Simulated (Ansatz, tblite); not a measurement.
# The cluster SnF2: a ladder of methods and basis sets, part 2 of 2

How do method and basis change the picture of the cluster SnF2 (singlet)?

Ansatz 0.2.0, Gaussian basis; as each input shows. Earlier steps stand in the parts before.

## (17) MP2/def2-TZVP

File in.yaml:

```yaml
crystal:
  periodic: [false, false, false]
  atoms:
    - {symbol: Sn, position_ang: [0.227622, 0.833105, -0.093687]}
    - {symbol: F, position_ang: [1.270282, -0.823724, -0.211095]}
    - {symbol: F, position_ang: [-1.497904, -0.009390, 0.304782]}
basis:
  gaussian: {orbitals: def2-TZVP, initial_orbitals: start.molden}
correlation: {method: mp2}
scf: {omitted_lower_state_checks: [starts]}
output: {orbitals: {seedname: orbitals}}
```

Launch:

```console
> ansatz run in.yaml --threads 4 --pin off --events-out ev --progress --plain --max-ram 3916MiB
```

The program printed:

```text
Functional definition: HF
  name "HF"
  cite "Fock, Z. Phys. 61, 126 (1930) doi:10.1007/BF01340294"
  parent pbe
  exchange = exact_x
  correlation = 0
these checks for a lower state are left out or cut short: starts
894 factors; integrals over basis functions are off by at most 9.1e-4 eV
mean field evaluation 1: about -11221.2111 eV, gradient 2.3e1 eV
mean field evaluation 2: about -11221.9410 eV, gradient 1.0e0 eV
mean field evaluation 4: about -11222.0987 eV, gradient 2.0e-2 eV
mean field evaluation 8: about -11222.0988 eV, gradient 9.8e-7 eV
mean field -11222.09877641 eV, -412.4045234213 hartree, gradient 5.5e-6 eV, S^2 0.000000; 0 other end points of the search recorded, 0 dependent functions left out
6 core orbitals not correlated: weight in the atoms' cores, before any rotation towards them, 1.000 or more for the frozen orbitals, at most 0.000 for the correlated occupied ones
reference -11222.09877641 eV, -412.4045234213 hartree; 14, 14 occupied and 92, 92 virtual orbitals, 894 factors
second order -22.02834461 eV of doubles, -0.00000000 eV of singles
Total energy: -11244.12712102 eV, -413.2140501543 hartree
Checks for a lower state left out: starts
```

Run time: 0.7 s. Hardware: 4 threads of Arm Neoverse V1, shared host.

From the report: Hartree-Fock HOMO -11.43 eV, LUMO -0.27 eV.

## (18) RPA/def2-TZVP

Changes to in.yaml since step 17:

```diff
@@ -8,4 +8,4 @@
   gaussian: {orbitals: def2-TZVP, initial_orbitals: start.molden}
-correlation: {method: mp2}
+hamiltonian: {xc: pbe}
+correlation: {method: rpa}
 scf: {omitted_lower_state_checks: [starts]}
-output: {orbitals: {seedname: orbitals}}
```

Launched as before.

The program printed, cut to the lines that bear on the results:

```text
Functional definition: PBE
  name "PBE"
  cite "Perdew, Burke & Ernzerhof, Phys. Rev. Lett. 77, 3865 (1996) doi:10.1103/PhysRevLett.77.3865"
  parent pbe
[...]
894 factors; integrals over basis functions are off by at most 9.1e-4 eV
[...]
mean field -11265.19894511 eV, -413.9884254066 hartree, gradient 7.5e-6 eV, S^2 0.000000; 0 other end points of the search recorded, 0 dependent functions left out
6 core orbitals not correlated: weight in the atoms' cores, before any rotation towards them, 1.000 or more for the frozen orbitals, at most 0.000 for the correlated occupied ones
reference -11220.62449081 eV, -412.3503444247 hartree; 14, 14 occupied and 92, 92 virtual orbitals, 894 factors
Total energy: -11252.21900217 eV, -413.5114213019 hartree
Checks for a lower state left out: starts
```

Run time: 1.3 s. Hardware: 4 threads of Arm Neoverse V1, shared host.

## (19) CCSD(T)/def2-TZVPD

Changes to in.yaml since step 18:

```diff
@@ -7,5 +7,5 @@
 basis:
-  gaussian: {orbitals: def2-TZVP, initial_orbitals: start.molden}
-hamiltonian: {xc: pbe}
-correlation: {method: rpa}
+  gaussian: {orbitals: def2-TZVPD, initial_orbitals: start.molden}
+correlation: {method: ccsd_t}
 scf: {omitted_lower_state_checks: [starts]}
+output: {orbitals: {seedname: orbitals}}
```

Launched as before.

The program printed, cut to the lines that bear on the results:

```text
Functional definition: HF
  name "HF"
  cite "Fock, Z. Phys. 61, 126 (1930) doi:10.1007/BF01340294"
  parent pbe
[...]
1028 factors; integrals over basis functions are off by at most 5.1e-4 eV
[...]
mean field -11222.16032018 eV, -412.4067851131 hartree, gradient 5.3e-6 eV, S^2 0.000000; 0 other end points of the search recorded, 0 dependent functions left out
6 core orbitals not correlated: weight in the atoms' cores, before any rotation towards them, 1.000 or more for the frozen orbitals, at most 0.000 for the correlated occupied ones
reference -11222.16032018 eV, -412.4067851131 hartree; 14, 14 occupied and 116, 116 virtual orbitals, 1028 factors
second order -22.24756036 eV of doubles, -0.00000000 eV of singles
cycle   1  -21.25666744 eV  change    9.9e-1 eV  update   1.3e-1
[...]
cycle  12  -21.89328909 eV  change    2.4e-6 eV  update   3.5e-6
perturbative correction -0.69835458 eV, -0.0256640576 hartree
Total energy: -11244.75196385 eV, -413.2370127048 hartree
Checks for a lower state left out: starts
```

It took 4.2 s on 4 threads of Arm Neoverse V1, shared host; peak memory 0.63 GiB.

Report: Hartree-Fock HOMO -11.45 eV, LUMO -0.33 eV; T1 0.018.

## (20) Levels side by side

```
                 level  functions  HOMO (eV)  LUMO (eV)  gap (eV)    time
       PBE-D4/def2-SVP         54      -7.18      -3.31      3.87  0.35 s
      PBE-D4/def2-TZVP        112      -7.51      -3.53      3.98   0.7 s
     PBE-D4/def2-TZVPD        136      -7.62      -3.62      4.00  0.85 s
   revPBE-D4/def2-TZVP        112      -7.42      -3.42      4.00   0.6 s
   r2SCAN-D4/def2-TZVP        112      -7.86      -3.47      4.39   1.3 s
  r2SCAN-D4/def2-TZVPD        136      -7.92      -3.51      4.41   1.7 s
    B3LYP-D4/def2-TZVP        112      -8.64      -3.14      5.50   0.8 s
      PBE0-D4/def2-SVP         54      -8.53      -2.69      5.84  0.45 s
     PBE0-D4/def2-TZVP        112      -8.79      -2.87      5.92     1 s
    PBE0-D4/def2-TZVPD        136      -8.86      -2.93      5.93     1 s
CAM-B3LYP-D4/def2-TZVP        112     -10.16      -1.98      8.19  0.85 s
     ωB97M-V/def2-TZVP        112     -10.98      -1.07      9.90   2.4 s
```

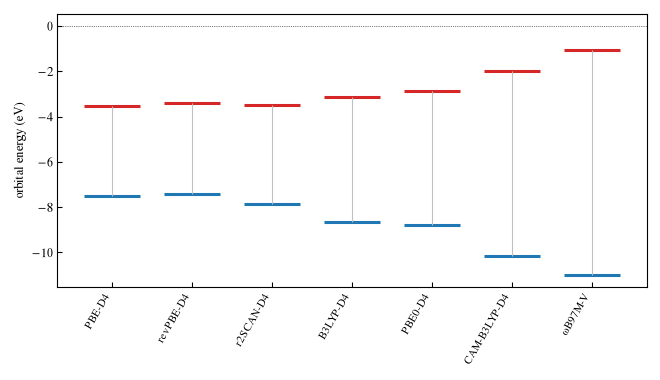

Highest filled (blue) and lowest empty (red) level in def2-TZVP.

The pieces so far (eV):

```csv
basis,HF,MP2 correlation,CCSD correlation,(T),total
def2-TZVPP,-11222.0988,-22.0283,-21.6962,-0.6570,-11244.4519
def2-TZVP,-11222.0988,-22.0283,,,-11244.1271 (MP2)
def2-TZVPD,-11222.1603,-22.2476,-21.8933,-0.6984,-11244.7520
```

## (21) Binding energy

Free atoms were run apart at each level; binding is atoms less cluster, divided by the number of atoms, without zero-point or spin-orbit terms.

Differences are taken before rounding.

| method | binding an atom (eV) | from CCSD(T)/def2-TZVPP (eV) | time |
| --- | --- | --- | --- |
| HF/def2-TZVP | 2.186 | -1.155 |  |
| HF/def2-TZVPD | 2.200 | -1.141 |  |
| HF/def2-TZVPP | 2.186 | -1.155 |  |
| PBE-D4/def2-SVP | 3.557 | +0.216 | 0.35 s |
| PBE-D4/def2-TZVP | 3.650 | +0.309 | 0.7 s |
| PBE-D4/def2-TZVPD | 3.656 | +0.314 | 0.85 s |
| revPBE-D4/def2-TZVP | 3.502 | +0.160 | 0.6 s |
| r2SCAN-D4/def2-TZVP | 3.491 | +0.149 | 1.3 s |
| r2SCAN-D4/def2-TZVPD | 3.500 | +0.158 | 1.7 s |
| B3LYP-D4/def2-TZVP | 3.473 | +0.132 | 0.8 s |
| PBE0-D4/def2-SVP | 3.271 | -0.070 | 0.45 s |
| PBE0-D4/def2-TZVP | 3.390 | +0.048 | 1 s |
| PBE0-D4/def2-TZVPD | 3.399 | +0.057 | 1 s |
| CAM-B3LYP-D4/def2-TZVP | 3.507 | +0.165 | 0.85 s |
| ωB97M-V/def2-TZVP | 3.460 | +0.119 | 2.4 s |
| B2PLYP/def2-TZVP | 3.457 | +0.115 | 1.4 s |
| RPA/def2-TZVP | 3.045 | -0.296 | 1.3 s |
| MP2/def2-TZVP | 3.540 | +0.199 | 0.7 s |
| MP2/def2-TZVPD | 3.594 | +0.253 |  |
| CCSD/def2-TZVPD | 3.286 | -0.055 |  |
| CCSD/def2-TZVPP | 3.239 | -0.102 |  |
| CCSD(T)/def2-TZVPD | 3.396 | +0.055 | 4.2 s |
| CCSD(T)/def2-TZVPP | 3.341 | 0 | 2.7 s |

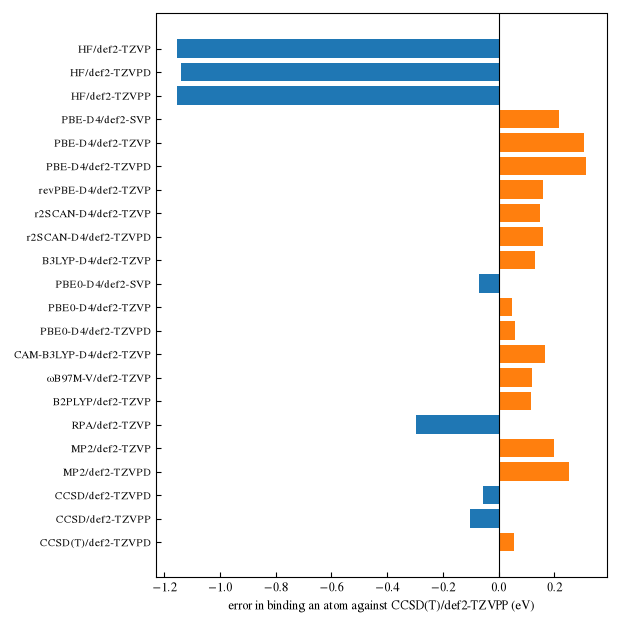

Deviations from CCSD(T)/def2-TZVPP, method by method.

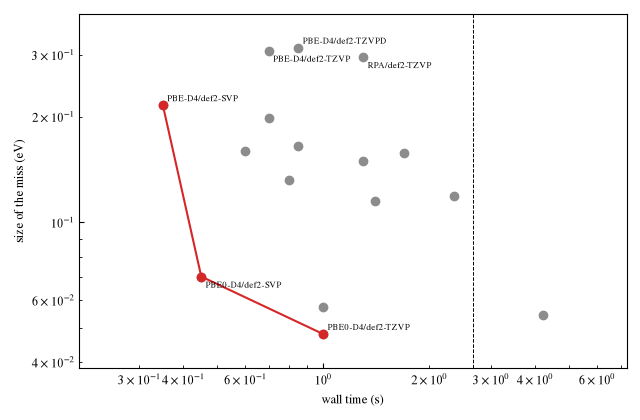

Miss against cost. Red marks the levels that no quicker level drawn beats (of those quicker than the yardstick), and the dashed line is the time of CCSD(T)/def2-TZVPP. Only those levels and the largest misses are named. Times are from a shared host.

## (22) Results

What follows sums up all 2 parts.

| quantity | value |
| --- | --- |
| gap in def2-TZVP, named functionals, smallest and largest | 3.98 eV (PBE-D4), 9.90 eV (ωB97M-V) |
| correlation energy, CCSD(T)/def2-TZVPP | -22.35 eV |
| correlation energy, MP2/def2-TZVP | -22.03 eV |
| correlation energy, CCSD(T)/def2-TZVPD | -22.59 eV |
| binding an atom, CCSD(T)/def2-TZVPP | 3.341 eV |
| PBE0 total energy, smallest basis above largest | 7.47 eV (def2-SVP, def2-TZVPD) |

Over the named functionals in def2-TZVP the gap runs from 3.98 eV (PBE-D4) to 9.90 eV (ωB97M-V); exact exchange widens it. The functionals in def2-TZVP miss CCSD(T)/def2-TZVPP by +0.048 (PBE0-D4) to +0.309 eV (PBE-D4) an atom. CCSD(T)/def2-TZVPP isn't at the basis-set limit; small misses against it rank nothing.

For cost: PBE0-D4/def2-TZVP gets within 0.048 eV in 1 s, where CCSD(T)/def2-TZVPP took 2.7 s; the quickest level in the cost chart, PBE-D4/def2-SVP, takes 0.35 s and misses by 0.216 eV. The slowest run with a step of its own, CCSD(T)/def2-TZVPD, took 4.2 s; the quickest functional in def2-TZVP took 0.6 s (shared host).
